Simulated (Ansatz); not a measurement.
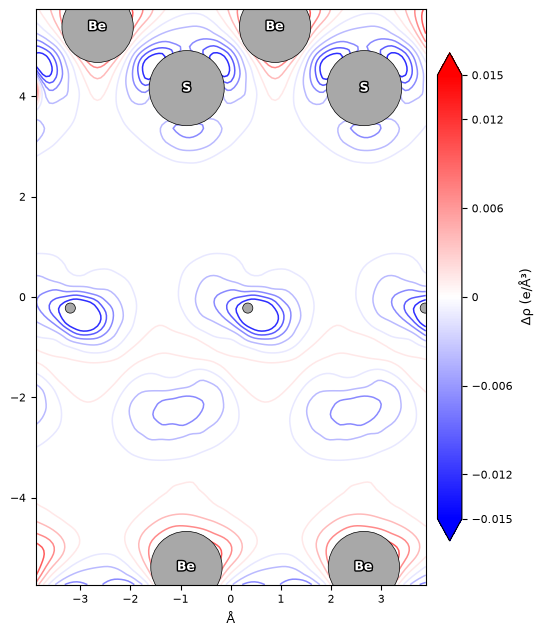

Be3S5. Difference of the valence pseudo-densities of two functionals at the same geometry, on the (010) plane of the calculation cell: one of PBE and r2SCAN less the other.

Both computed with Ansatz (plane waves, PAW), on the same k-point mesh. Grey discs cover the atomic cores.

```
CELL_PARAMETERS angstrom
3.53717 0.00428 -0.00070
0.09724 3.54773 0.00563
1.76693 1.51586 10.66150
ATOMIC_POSITIONS crystal
Be 0.34940 0.30618 0.38464
Be 0.70999 0.72284 0.61427
Be 0.94388 0.06470 0.99997
S 0.81736 0.51174 0.10346
S 0.89516 0.25074 0.28322
S 0.26861 0.75345 0.49919
S 0.50811 0.97037 0.90014
S 0.75747 0.16998 0.71510
```

> Which was subtracted from which, and what does the map show?

It is PBE less r2SCAN. Against r2SCAN, PBE gives less density around S (−0.005 e/Å³ on average at 0.9 Å from the nucleus) and a change of −0.010 e/Å³ at the midpoint of Be–S and −0.010 e/Å³ at the midpoint of Be–S.
